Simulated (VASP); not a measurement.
Band structure of KZnF₃ (cubic perovskite). All values below come from vdW-DF-cx, VASP's PBE PAW potentials (set 64) (plane waves; VASP).

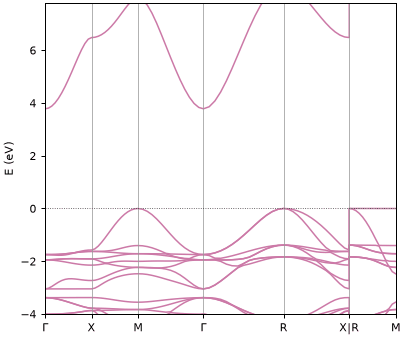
*Bands along high-symmetry lines, zero at the valence-band maximum or, without a gap, the Fermi level*

### Question
Read the plot: is there a gap, and where are the band edges?

### Answer
The gap is indirect, 3.78 eV, from the valence maximum at R to the conduction minimum at Γ. (Edges off the drawn lines would not show.)

The compound is KZnF3 in the cubic perovskite structure. It was relaxed first.
